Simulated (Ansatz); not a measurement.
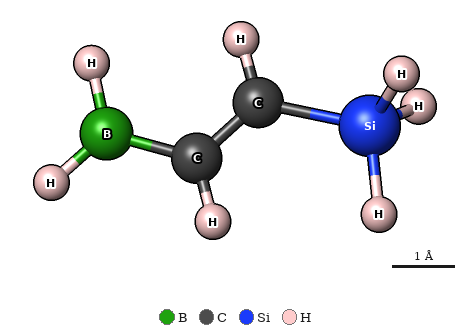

Figure 1. The structure (ball-and-stick view, seen at a tilt).

# Run report: C$_{2}$H$_{7}$BSi (charge +1), single-point calculation

The run: single-point calculation of C$_{2}$H$_{7}$BSi, charge +1, multiplicity 2. Method and program: UKS PBE-d4/6-31G (Ansatz 0.2.0).

Some settings of this run were made unusual or wrong on purpose. The geometry comes from this level: PBE0-D4/def2-TZVP.

### Input
```yaml
crystal:
  periodic: [false, false, false]
  atoms:
    - {symbol: B, position_ang: [-0.174897, 2.274544, -0.306292]}
    - {symbol: C, position_ang: [0.149185, 0.892765, 0.288295]}
    - {symbol: C, position_ang: [-0.178906, -0.241395, -0.359244]}
    - {symbol: Si, position_ang: [0.163306, -1.967090, 0.271399]}
    - {symbol: H, position_ang: [0.106676, 3.288928, 0.262535]}
    - {symbol: H, position_ang: [-0.725610, 2.328066, -1.369121]}
    - {symbol: H, position_ang: [0.652102, 0.801235, 1.251582]}
    - {symbol: H, position_ang: [-0.681725, -0.133986, -1.321832]}
    - {symbol: H, position_ang: [1.015478, -2.702631, -0.701075]}
    - {symbol: H, position_ang: [0.853830, -1.882903, 1.583443]}
    - {symbol: H, position_ang: [-1.114138, -2.714633, 0.420810]}
basis:
  gaussian: {orbitals: 6-31G, final_grid: {core_spheres: 1, valence_spheres: 1, degree: 5}}
total_charge: 1
magnetization: {spin_polarized: true, initial_magnetization: 1}
hamiltonian: {xc: {name: PBE}}
```

Hardware: 2 threads of Arm Neoverse V1, 23 GiB of memory available, shared host.

Command:
```bash
ansatz run in.yaml --threads 2 --pin off --events-out ev --progress --plain --max-ram 4352MiB
```

### Output
```
Functional definition: PBE
  name "PBE"
  cite "Perdew, Burke & Ernzerhof, Phys. Rev. Lett. 77, 3865 (1996) doi:10.1103/PhysRevLett.77.3865"
  parent pbe
  parameter kappa = 0.804
  parameter beta = 0.06672455060314922
  exchange = pbe_x(kappa = kappa, mu = beta*pi^2/3)
  correlation = pbe_c(beta = beta)
744 factors; integrals over basis functions are off by at most 2.4e-4 eV
mean field evaluation 1: about -10705.8197 eV, gradient 4.6e1 eV
mean field evaluation 2: about -10599.7371 eV, gradient 1.2e2 eV
mean field evaluation 4: about -10709.2604 eV, gradient 3.7e1 eV
mean field evaluation 8: about -10719.7144 eV, gradient 3.5e0 eV
mean field evaluation 16: about -10696.0792 eV, gradient 3.6e0 eV
mean field evaluation 32: about -10696.1035 eV, gradient 2.3e0 eV
mean field -10696.23191901 eV, -393.0792728572 hartree, gradient 1.7e-5 eV, S^2 0.753786; 8 other end points of the search recorded, 0 dependent functions left out
reference -10696.23202681 eV, -393.0792768187 hartree; 19, 18 occupied and 35, 36 virtual orbitals, 744 factors
Total energy: -10696.23202681 eV, -393.0792768187 hartree
```

### Outcome

```tsv
quantity	value
outcome	converged
total energy	−10696.2320 eV
⟨S²⟩	0.754
SCF solution under orbital rotations	stable
wall time	1.1 s (CPU time 2.1 s)
peak memory	0.09 GiB
```

### What went wrong

The input was spoiled on purpose: grid. The run converged all the same; its numbers are those of the faulty input and shouldn't be used.
